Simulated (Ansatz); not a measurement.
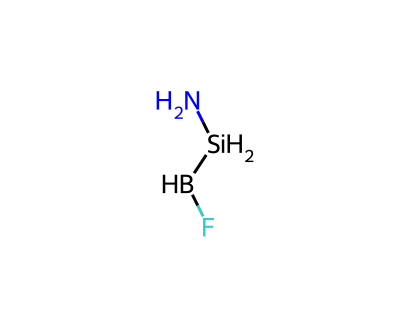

The drawing above gives the connectivity. The computed structure is the end point of a PBE-D4/def2-SVP optimisation. No frequency run is at hand to confirm it as a minimum.

Describe the 3D structure.

Formula BFH5NSi. Its SMILES string is `N[SiH2]BF`. It has no ring. Among its groups: Si–H bond, Si–N bond, B–H bond. This geometry has C1 symmetry. Coordination, clear cases only: 1 Si tetrahedral; 1 B trigonal planar.

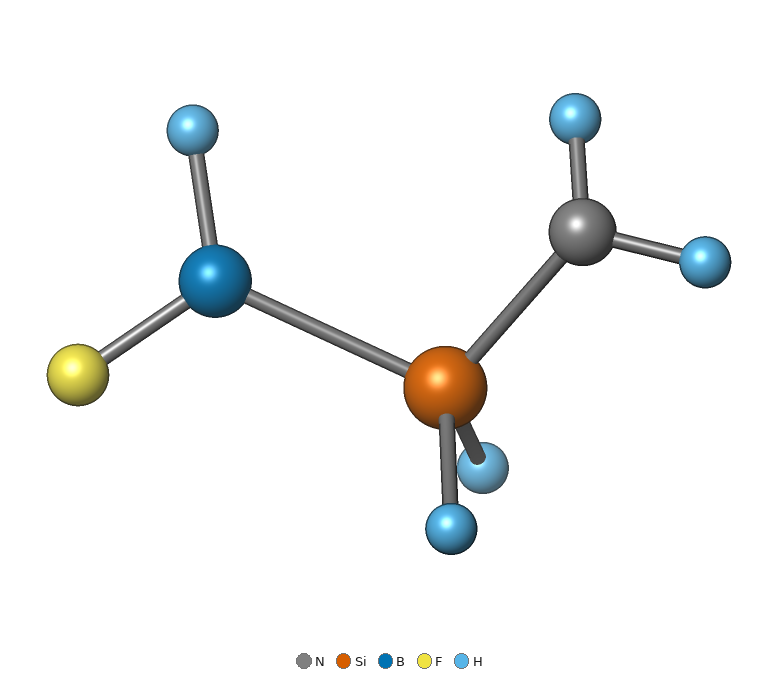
